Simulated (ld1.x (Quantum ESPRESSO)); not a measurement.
# A TM potential for F, from input to tests

Aim: build the potential from the settings below, then test how well it stands in for the atom: other configurations, scattering, ghost states and the plane-wave cutoff that it needs.

The numbers are computed with ld1.x (Quantum ESPRESSO) 7.5 (PBE, scalar-relativistic, spin-unpolarised reference atom).

## (1) The design

Typed settings, in words:

```
element                 : fluorine (F, Z = 9)
type                    : norm-conserving Troullier–Martins (Kleinman–Bylander form)
frozen core             : [He]
valence charge          : 7
reference configuration : 2s2 2p5
partial waves           : 2p (bound): rc 1.15 bohr; 2s (bound): rc 0.80 bohr
local potential         : the s channel
core correction         : Bessel-smoothed model core, default radius (core density twice the valence density)
```

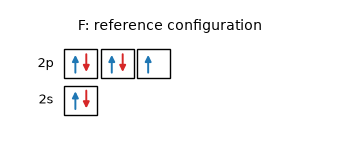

The outer shells as boxes. The arrows follow Hund's rule for the drawing; the calculation itself is spin-unpolarised.

The nodes and maxima of the atom's own shells, from an earlier all-electron run, set the scale for the radii.

All-electron outer shells of the reference configuration (PBE, scalar-relativistic, ld1.x):

```tsv
shell	level (eV)	outermost node (bohr)	outermost maximum (bohr)
1s	-663.37	–	0.11
2s	-29.90	0.24	0.76
2p	-11.11	–	0.71
```

## (2) Generation

Contents of F.in:

```
 &input
   title='F', zed=9., rel=1, dft='PBE', iswitch=3,
   config='[He] 2s2 2p5',
   nld=2, rlderiv=1.25, eminld=-4.0, emaxld=5.0, deld=0.02
 /
 &inputp
   pseudotype=2, tm=.true., lloc=0,
   nlcc=.true., new_core_ps=.true.,
   file_pseudopw='F.UPF', file_wfcaegen='ae.wfc', file_wfcncgen='nc.wfc', file_beta='beta', file_chi='chi'
 /
2
2P  2  1   5.00   0.00  1.15  1.15  0.0
2S  1  0   2.00   0.00  0.80  0.80  0.0
 &test
   configts(1)='2s2 2p5'
 /
```

Command:

```console
ld1.x < F.in > F.out
```

Output in F.out (without the banner and most projector matrices):

```text
     Program LD1 v.7.5
     --------------------------- All-electron run ----------------------------

     F
     scalar relativistic calculation

     atomic number is  9.00
     dft =PBE   lsd =0 sic =0 latt =0  beta=0.20 tr2=1.0E-14
     Exchange-correlation= PBE
                           (   1   4   3   4   0   0   0)
     mesh =1105 r(mesh) =  99.76081 a.u. xmin = -7.00 dx = 0.01250
     1 Ry =  13.60569312 eV, c = 137.03599908

     n l     nl                  e(Ry)          e(Ha)          e(eV)
     1 0     1S 1( 2.00)       -48.7570       -24.3785      -663.3734
     2 0     2S 1( 2.00)        -2.1976        -1.0988       -29.8996
     2 1     2P 1( 5.00)        -0.8167        -0.4083       -11.1117

     final scf error:  6.3E-15 reached in  26 iterations

     Etot =    -199.489330 Ry,     -99.744665 Ha,   -2714.190600 eV

     Ekin =     199.322998 Ry,      99.661499 Ha,    2711.927538 eV
     Encl =    -477.724055 Ry,    -238.862027 Ha,   -6499.766885 eV
     Eh   =      99.339620 Ry,      49.669810 Ha,    1351.584389 eV
     Exc  =     -20.427893 Ry,     -10.213946 Ha,    -277.935642 eV

     normalization and overlap integrals

     s(1S/1S) =  1.000000  <r> =   0.1763  <r2> =    0.0420  r(max) =   0.1139
     s(2S/2S) =  1.000000  <r> =   1.0034  <r2> =    1.2282  r(max) =   0.7617
     s(2P/2P) =  1.000000  <r> =   1.1050  <r2> =    1.6384  r(max) =   0.7066

     ------------------------ End of All-electron run ------------------------

     --------------------- Generating NC pseudopotential ---------------------

      Generating local pot.: lloc=0, matching radius rcloc =   0.8000

      Computing core charge for nlcc:

       r > 0.28 : true rho core
      Core charge pseudized with two Bessel functions
      Integrated core pseudo-charge :   1.45

      Wfc   2P  rcut= 1.136  Using Troullier-Martins method

     ------------------- End of pseudopotential generation -------------------

     [... the all-electron block is printed once more ...]


     Computing logarithmic derivative in   1.24800
     Computing logarithmic derivative in   1.24800
     Computing the partial wave expansion
       no projector for channel:   0
     R is outside the sphere for l=    1 j= 0.00

     ---------------------- Testing the pseudopotential ----------------------

     F
     scalar relativistic calculation

     atomic number is  9.00   valence charge is  7.00
     dft =PBE   lsd =0 sic =0 latt =0  beta=0.20 tr2=1.0E-14
     mesh =1105 r(mesh) =  99.76081 xmin = -7.00 dx = 0.01250

     n l     nl             e AE (Ry)        e PS (Ry)    De AE-PS (Ry)
     1 0     2S   1( 2.00)       -2.19758       -2.19764        0.00006
     2 1     2P   1( 5.00)       -0.81670       -0.81671        0.00001

     eps = 9.4E-15  iter = 19

     Etot =    -199.489330 Ry,     -99.744665 Ha,   -2714.190600 eV
     Etotps =   -53.828207 Ry,     -26.914104 Ha,    -732.370071 eV

     Ekin =      34.524151 Ry,      17.262075 Ha,     469.725002 eV
     Encl =    -100.728932 Ry,     -50.364466 Ha,   -1370.486940 eV
     Ehrt =      42.173430 Ry,      21.086715 Ha,     573.798750 eV
     Ecxc =     -15.045154 Ry,      -7.522577 Ha,    -204.699750 eV
     (Ecc =      -5.689541 Ry,      -2.844770 Ha,     -77.410143 eV)
     Epseu=     -14.751702 Ry,      -7.375851 Ha,    -200.707132 eV

     ---------------------- End of pseudopotential test ----------------------
```

It took 0.61 s on 1 thread of Neoverse-V2, shared host. This counts the later configuration tests of the new file too.

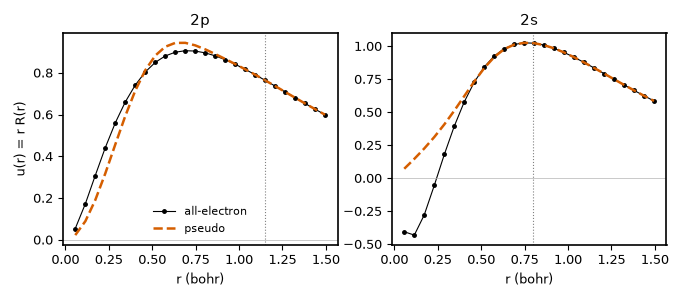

Bound waves of the atom and their pseudo partners (2p, 2s), with the matching radii dotted. The curves join 26 sampled radii.

## (3) Testing the new file in other configurations

Contents of F.test.in:

```
 &input
   title='F', zed=9., rel=1, dft='PBE', iswitch=2,
   config='[He] 2s2 2p5'
 /
 &test
   file_pseudo='F.UPF', nconf=8,
   configts(1)='2s2 2p5',
   configts(2)='2s2 2p4',
   configts(3)='2s2 2p3',
   configts(4)='2s2 2p2',
   configts(5)='2s1 2p6',
   configts(6)='2s1 2p5',
   configts(7)='2s2 2p1',
   configts(8)='2s2 2p5.3'
 /
```

Command:

```console
ld1.x < F.test.in > F.test.out
```

F.test.out, the pseudopotential blocks:

```text
     ---------------------- Testing the pseudopotential ----------------------

     F
     scalar relativistic calculation

     atomic number is  9.00   valence charge is  7.00
     dft =PBE   lsd =0 sic =0 latt =0  beta=0.20 tr2=1.0E-14
     mesh =1105 r(mesh) =  99.76081 xmin = -7.00 dx = 0.01250

     n l     nl             e AE (Ry)        e PS (Ry)    De AE-PS (Ry)
     1 0     2S   1( 2.00)       -2.19758       -2.19764        0.00006
     2 1     2P   1( 5.00)       -0.81670       -0.81671        0.00001

     eps = 4.7E-15  iter = 19

     Etot =    -199.489330 Ry,     -99.744665 Ha,   -2714.190600 eV
     Etotps =   -53.828207 Ry,     -26.914103 Ha,    -732.370065 eV

     Ekin =      34.524151 Ry,      17.262076 Ha,     469.725007 eV
     Encl =    -100.728932 Ry,     -50.364466 Ha,   -1370.486938 eV
     Ehrt =      42.173430 Ry,      21.086715 Ha,     573.798748 eV
     Ecxc =     -15.045154 Ry,      -7.522577 Ha,    -204.699750 eV
     (Ecc =      -5.689541 Ry,      -2.844770 Ha,     -77.410143 eV)
     Epseu=     -14.751702 Ry,      -7.375851 Ha,    -200.707132 eV

     ---------------------- End of pseudopotential test ----------------------

     ---------------------- Testing the pseudopotential ----------------------

     F
     scalar relativistic calculation

     atomic number is  9.00   valence charge is  7.00
     dft =PBE   lsd =0 sic =0 latt =0  beta=0.20 tr2=1.0E-14
     mesh =1105 r(mesh) =  99.76081 xmin = -7.00 dx = 0.01250

     n l     nl             e AE (Ry)        e PS (Ry)    De AE-PS (Ry)
     1 0     2S   1( 2.00)       -3.48292       -3.48438        0.00146
     2 1     2P   1( 4.00)       -2.08065       -2.07922       -0.00143

     eps = 1.7E-15  iter = 12

     Etot =    -198.064175 Ry,     -99.032088 Ha,   -2694.800384 eV
     Etotps =   -52.403386 Ry,     -26.201693 Ha,    -712.984390 eV
     dEtot_ae =       1.425155 Ry
     dEtot_ps =       1.424821 Ry,   Delta E=       0.000334 Ry

     Ekin =      32.275661 Ry,      16.137830 Ha,     439.132733 eV
     Encl =     -90.565534 Ry,     -45.282767 Ha,   -1232.206864 eV
     Ehrt =      33.628459 Ry,      16.814230 Ha,     457.538495 eV
     Ecxc =     -14.014095 Ry,      -7.007048 Ha,    -190.671480 eV
     (Ecc =      -5.689541 Ry,      -2.844770 Ha,     -77.410143 eV)
     Epseu=     -13.727876 Ry,      -6.863938 Ha,    -186.777274 eV

     ---------------------- End of pseudopotential test ----------------------

     ---------------------- Testing the pseudopotential ----------------------

     F
     scalar relativistic calculation

     atomic number is  9.00   valence charge is  7.00
     dft =PBE   lsd =0 sic =0 latt =0  beta=0.20 tr2=1.0E-14
     mesh =1105 r(mesh) =  99.76081 xmin = -7.00 dx = 0.01250

     n l     nl             e AE (Ry)        e PS (Ry)    De AE-PS (Ry)
     1 0     2S   1( 2.00)       -4.99731       -4.99848        0.00116
     2 1     2P   1( 3.00)       -3.60167       -3.59258       -0.00910  !

     eps = 6.6E-15  iter =  8

     Etot =    -195.242940 Ry,     -97.621470 Ha,   -2656.415526 eV
     Etotps =   -49.586485 Ry,     -24.793242 Ha,    -674.658496 eV
     dEtot_ae =       4.246390 Ry
     dEtot_ps =       4.241722 Ry,   Delta E=       0.004668 Ry

     Ekin =      28.412665 Ry,      14.206333 Ha,     386.574001 eV
     Encl =     -78.343465 Ry,     -39.171733 Ha,   -1065.917146 eV
     Ehrt =      24.944020 Ry,      12.472010 Ha,     339.380679 eV
     Ecxc =     -12.751026 Ry,      -6.375513 Ha,    -173.486541 eV
     (Ecc =      -5.689541 Ry,      -2.844770 Ha,     -77.410143 eV)
     Epseu=     -11.848679 Ry,      -5.924339 Ha,    -161.209489 eV

     ---------------------- End of pseudopotential test ----------------------

     ---------------------- Testing the pseudopotential ----------------------

     F
     scalar relativistic calculation

     atomic number is  9.00   valence charge is  7.00
     dft =PBE   lsd =0 sic =0 latt =0  beta=0.20 tr2=1.0E-14
     mesh =1105 r(mesh) =  99.76081 xmin = -7.00 dx = 0.01250

     n l     nl             e AE (Ry)        e PS (Ry)    De AE-PS (Ry)
     1 0     2S   1( 2.00)       -6.70364       -6.69864       -0.00500  !
     2 1     2P   1( 2.00)       -5.34782       -5.31717       -0.03065  !

     eps = 3.1E-15  iter =  7

     Etot =    -190.786158 Ry,     -95.393079 Ha,   -2595.777923 eV
     Etotps =   -45.147837 Ry,     -22.573918 Ha,    -614.267613 eV
     dEtot_ae =       8.703171 Ry
     dEtot_ps =       8.680370 Ry,   Delta E=       0.022801 Ry

     Ekin =      22.839620 Ry,      11.419810 Ha,     310.748859 eV
     Encl =     -64.504751 Ry,     -32.252375 Ha,    -877.631847 eV
     Ehrt =      16.829368 Ry,       8.414684 Ha,     228.975213 eV
     Ecxc =     -11.324790 Ry,      -5.662395 Ha,    -154.081619 eV
     (Ecc =      -5.689541 Ry,      -2.844770 Ha,     -77.410143 eV)
     Epseu=      -8.987283 Ry,      -4.493642 Ha,    -122.278219 eV

     ---------------------- End of pseudopotential test ----------------------

     ---------------------- Testing the pseudopotential ----------------------

     F
     scalar relativistic calculation

     atomic number is  9.00   valence charge is  7.00
     dft =PBE   lsd =0 sic =0 latt =0  beta=0.20 tr2=1.0E-14
     mesh =1105 r(mesh) =  99.76081 xmin = -7.00 dx = 0.01250

     n l     nl             e AE (Ry)        e PS (Ry)    De AE-PS (Ry)
     1 0     2S   1( 1.00)       -2.23280       -2.23157       -0.00123
     2 1     2P   1( 6.00)       -0.84819       -0.84933        0.00114

     eps = 9.6E-15  iter = 10

     Etot =    -198.106554 Ry,     -99.053277 Ha,   -2695.376983 eV
     Etotps =   -52.446597 Ry,     -26.223299 Ha,    -713.572309 eV
     dEtot_ae =       1.382775 Ry
     dEtot_ps =       1.381610 Ry,   Delta E=       0.001166 Ry

     Ekin =      38.715176 Ry,      19.357588 Ha,     526.746800 eV
     Encl =    -100.283335 Ry,     -50.141667 Ha,   -1364.424278 eV
     Ehrt =      41.926991 Ry,      20.963495 Ha,     570.445772 eV
     Ecxc =     -14.993482 Ry,      -7.496741 Ha,    -203.996712 eV
     (Ecc =      -5.689541 Ry,      -2.844770 Ha,     -77.410143 eV)
     Epseu=     -17.811947 Ry,      -8.905974 Ha,    -242.343890 eV

     ---------------------- End of pseudopotential test ----------------------

     ---------------------- Testing the pseudopotential ----------------------

     F
     scalar relativistic calculation

     atomic number is  9.00   valence charge is  7.00
     dft =PBE   lsd =0 sic =0 latt =0  beta=0.20 tr2=1.0E-14
     mesh =1105 r(mesh) =  99.76081 xmin = -7.00 dx = 0.01250

     n l     nl             e AE (Ry)        e PS (Ry)    De AE-PS (Ry)
     1 0     2S   1( 1.00)       -3.49542       -3.49758        0.00216
     2 1     2P   1( 5.00)       -2.08974       -2.09232        0.00258

     eps = 5.4E-15  iter = 15

     Etot =    -196.660171 Ry,     -98.330085 Ha,   -2675.697932 eV
     Etotps =   -50.998171 Ry,     -25.499085 Ha,    -693.865460 eV
     dEtot_ae =       2.829159 Ry
     dEtot_ps =       2.830036 Ry,   Delta E=      -0.000877 Ry

     Ekin =      36.885547 Ry,      18.442773 Ha,     501.853432 eV
     Encl =     -90.311519 Ry,     -45.155759 Ha,   -1228.750811 eV
     Ehrt =      33.541034 Ry,      16.770517 Ha,     456.349013 eV
     Ecxc =     -13.990496 Ry,      -6.995248 Ha,    -190.350395 eV
     (Ecc =      -5.689541 Ry,      -2.844770 Ha,     -77.410143 eV)
     Epseu=     -17.122737 Ry,      -8.561368 Ha,    -232.966700 eV

     ---------------------- End of pseudopotential test ----------------------

     ---------------------- Testing the pseudopotential ----------------------

     F
     scalar relativistic calculation

     atomic number is  9.00   valence charge is  7.00
     dft =PBE   lsd =0 sic =0 latt =0  beta=0.20 tr2=1.0E-14
     mesh =1105 r(mesh) =  99.76081 xmin = -7.00 dx = 0.01250

     n l     nl             e AE (Ry)        e PS (Ry)    De AE-PS (Ry)
     1 0     2S   1( 2.00)       -8.57765       -8.55437       -0.02328  !
     2 1     2P   1( 1.00)       -7.29740       -7.22042       -0.07698  !

     eps = 6.1E-15  iter = 12

     Etot =    -184.479831 Ry,     -92.239915 Ha,   -2509.975963 eV
     Etotps =   -38.892493 Ry,     -19.446247 Ha,    -529.159326 eV
     dEtot_ae =      15.009499 Ry
     dEtot_ps =      14.935714 Ry,   Delta E=       0.073785 Ry

     Ekin =      15.508947 Ry,       7.754474 Ha,     211.009978 eV
     Encl =     -49.390125 Ry,     -24.695063 Ha,    -671.986885 eV
     Ehrt =       9.841899 Ry,       4.920950 Ha,     133.905862 eV
     Ecxc =      -9.801114 Ry,      -4.900557 Ha,    -133.350955 eV
     (Ecc =      -5.689541 Ry,      -2.844770 Ha,     -77.410143 eV)
     Epseu=      -5.052100 Ry,      -2.526050 Ha,     -68.737325 eV

     ---------------------- End of pseudopotential test ----------------------

     ---------------------- Testing the pseudopotential ----------------------

     F
     scalar relativistic calculation

     atomic number is  9.00   valence charge is  7.00
     dft =PBE   lsd =0 sic =0 latt =0  beta=0.20 tr2=1.0E-14
     mesh =1105 r(mesh) =  99.76081 xmin = -7.00 dx = 0.01250

     n l     nl             e AE (Ry)        e PS (Ry)    De AE-PS (Ry)
     1 0     2S   1( 2.00)       -1.86725       -1.86697       -0.00028
     2 1     2P   1( 5.30)       -0.49676       -0.49676        0.00000

     eps = 1.9E-15  iter =  9

     Etot =    -199.685554 Ry,     -99.842777 Ha,   -2716.860368 eV
     Etotps =   -54.024456 Ry,     -27.012228 Ha,    -735.040171 eV
     dEtot_ae =      -0.196224 Ry
     dEtot_ps =      -0.196249 Ry,   Delta E=       0.000025 Ry

     Ekin =      34.902086 Ry,      17.451043 Ha,     474.867069 eV
     Encl =    -103.275943 Ry,     -51.637971 Ha,   -1405.140787 eV
     Ehrt =      44.558212 Ry,      22.279106 Ha,     606.245363 eV
     Ecxc =     -15.295363 Ry,      -7.647681 Ha,    -208.104010 eV
     (Ecc =      -5.689541 Ry,      -2.844770 Ha,     -77.410143 eV)
     Epseu=     -14.913449 Ry,      -7.456724 Ha,    -202.907807 eV

     ---------------------- End of pseudopotential test ----------------------
```

Excitation and ionisation energies from 2s2 2p5, with the error of the potential.

| valence configuration | charge | ΔE all-electron (eV) | error AE − PS (meV) |
| --- | --- | --- | --- |
| 2s2 2p4 | +1 | 19.390 | +4.5 |
| 2s2 2p3 | +2 | 57.775 | +64 |
| 2s2 2p2 | +3 | 118.413 | +310 |
| 2s1 2p6 | 0 | 18.814 | +16 |
| 2s1 2p5 | +1 | 38.493 | -12 |
| 2s2 2p1 | +4 | 204.215 | +1004 |
| 2s2 2p5.3 | -0.3 | -2.670 | +0.3 |

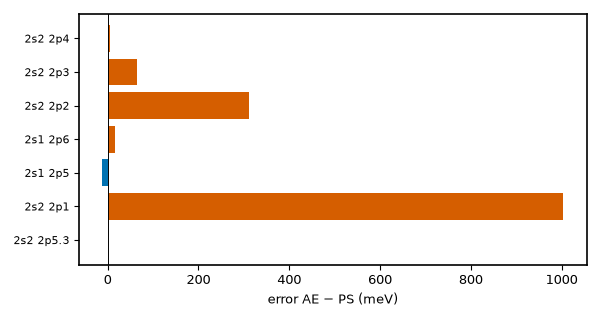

Error of the potential in each test configuration.

## (4) Scattering by logarithmic derivatives

Taken from the files of the generation run. The phase is arctan(r·u′/u) with u = r·R, unwrapped, with energies in Ry. A pole is an energy at which the radial function vanishes at the test radius. The pseudo phase is shifted by a multiple of π to meet the all-electron one at the reference energy. Levels narrower than the energy grid can be missing from the poles. The last column is the largest difference on the grid between −1 and +1 Ry.

| channel | radius (bohr) | reference (Ry) | poles AE | poles PS | window around the reference with phases within 0.05 rad (Ry) | largest difference near zero (rad) |
| --- | --- | --- | --- | --- | --- | --- |
| s | 1.25 | -2.20 | 0.86 | 0.84 | the whole range | 0.001 |
| p | 1.25 | -0.82 | 1.70 | 1.73 | the whole range | 0.002 |

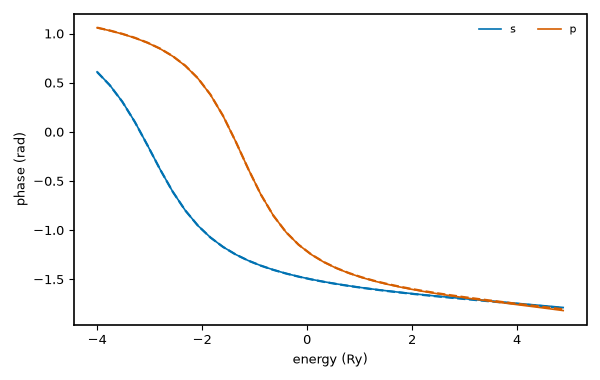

All-electron (solid) and pseudo (dashed) phases against energy.

## (5) Plane-wave convergence, by spherical Bessel functions

This step uses the generator's waves and projectors in a separate script. Basis: spherical Bessel functions vanishing at 20 bohr, q² up to the cutoff; potential fixed at the reference.

All-electron valence levels (Ry): 2p -0.8167, 2s -2.1976. The lowest levels of each channel (Ry) by cutoff; the last column sums, over occupied levels, occupation times the distance from the level at 400 Ry. A positive value at high cutoff is not a bound level.

| cutoff (Ry) | p #1 | s #1 | d #1 | f #1 | Σ f·Δε (mRy) |
| --- | --- | --- | --- | --- | --- |
| 8 | -0.0097 | -1.9217 | 0.0806 | 0.1213 | 4587.0 |
| 15 | -0.1227 | -1.9988 | 0.0806 | 0.1213 | 3867.5 |
| 25 | -0.3097 | -2.0128 | 0.0806 | 0.1213 | 2904.6 |
| 40 | -0.5514 | -2.0961 | 0.0806 | 0.1213 | 1529.5 |
| 55 | -0.7132 | -2.1557 | 0.0806 | 0.1213 | 601.5 |
| 70 | -0.7854 | -2.1824 | 0.0806 | 0.1213 | 187.2 |
| 100 | -0.8157 | -2.1927 | 0.0806 | 0.1213 | 15.0 |
| 140 | -0.8163 | -2.1936 | 0.0806 | 0.1213 | 10.2 |
| 160 | -0.8165 | -2.1948 | 0.0806 | 0.1213 | 6.6 |
| 200 | -0.8167 | -2.1969 | 0.0806 | 0.1213 | 1.5 |
| 230 | -0.8167 | -2.1974 | 0.0806 | 0.1213 | 0.5 |
| 300 | -0.8167 | -2.1975 | 0.0806 | 0.1213 | 0.3 |
| 400 | -0.8167 | -2.1976 | 0.0806 | 0.1213 | 0.0 |

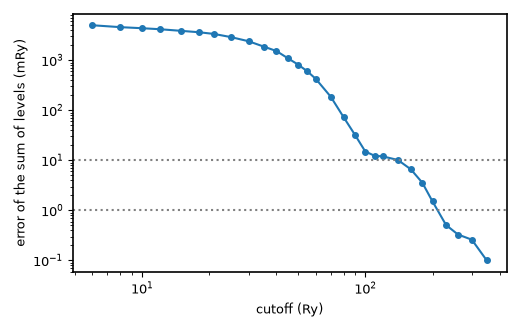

Occupation-weighted error of the valence levels against the cutoff; the dotted lines mark 10 and 1 mRy.

The sum stays within 10 mRy from 160 Ry and within 1 mRy from 230 Ry. The sum leaves out empty levels, which can need more. Ghost test: no level below the all-electron spectrum of its channel (p, s, d, f tested).

## (6) What came out

| quantity | value |
| --- | --- |
| cutoffs for 10 and 1 mRy, occupied levels | 160 Ry and 230 Ry |
| bound ghosts | none found |
| largest test error (AE − PS) | +1004 meV, for 2s2 2p1 |
| largest phase difference near zero energy, channels read | 0.002 rad |

What this shows: By total energies transferability is poor: the largest error is 1004 meV on 204.2 eV, for 2s2 2p1. That test lies far up in energy; among those under 40 eV, nearer to bonding, the largest error is 16 meV. By its cutoff, 160 Ry for the looser tolerance, it is very hard. The slowest occupied level is 2s: taken alone it needs 200 Ry to come within 1 mRy, against 110 Ry for 2p. It is free of bound ghosts as far as tested. Near zero energy the phases of the channels with partial waves agree within 0.002 rad. All of this concerns the isolated atom, not yet a solid.
